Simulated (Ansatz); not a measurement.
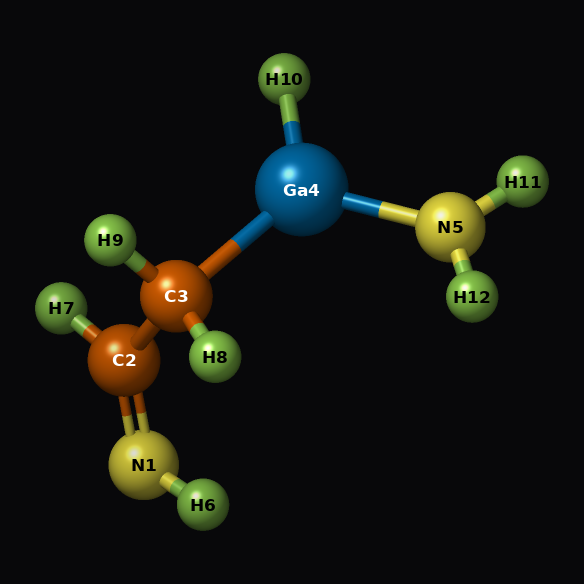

Numbered structure. Computed geometry: PBE-D4/def2-SVP optimisation. No frequency run is at hand to confirm it as a minimum.

Question: Describe the coordination of atom 5.

Answer: N5 has 3 neighbours (Ga4 at 1.83, H11 at 1.02, H12 at 1.02 Å); the arrangement is trigonal planar.

Question: Describe the coordination of atom 4.

Answer: Ga4 has 3 neighbours (C3 at 2.00, N5 at 1.83, H10 at 1.57 Å); the arrangement is trigonal planar.

Question: How are the neighbours of atom 3 arranged?

Answer: C3 has 4 neighbours (C2 at 1.50, Ga4 at 2.00, H8 at 1.11, H9 at 1.11 Å); the arrangement is tetrahedral.

Question: Describe the coordination of atom 1.

Answer: N1 has 2 neighbours (C2 at 1.28, H6 at 1.04 Å); the arrangement is bent.

Question: What is the dihedral angle N1–C2–C3–Ga4?

Answer: 100° in size, that is anticlinal.
